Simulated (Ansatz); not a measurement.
Ru (hcp, Mg type), conventional cell a = 2.722 Å, b = 2.722 Å, c = 4.291 Å, α = 90.00°, β = 90.00°, γ = 120.00°. The calculation uses the primitive cell of 2 atoms, to which meshes and values per cell refer.

E(V) scan at fixed shape, V₀ the volume above. Symmetry pins the atoms to their sites.

Calculation: PBE (plane waves to 420 eV, PAW, scalar-relativistic; Ansatz, an electronic-structure program). k mesh 20×20×11 (Γ-centred), Fermi-Dirac smearing 0.05 eV. Energies are smeared free energies. With the shape held, the modulus is that of even scaling; a crystal free to change shape is softer. Ru is run without spin polarisation. Ru was relaxed with its symmetry unable to fall. The PAW data are Ansatz's earlier set. ΔE is measured from the relaxed starting cell.

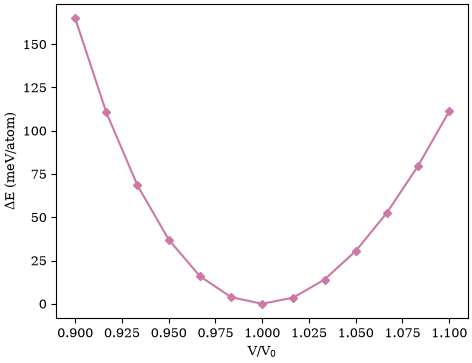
Figure. ΔE (meV/atom) against V/V₀; computed points joined by lines.

What is ΔE at V/V₀ = 1.100?

About 110 meV/atom.

What is ΔE at V/V₀ = 0.900?

About 160 meV/atom.

What bulk modulus at fixed cell shape B₀ follows from a third-order Birch-Murnaghan fit?

About 310 GPa.

(A scan under strain: stresses follow from slopes of the energy per volume, elastic moduli from its curvatures.)
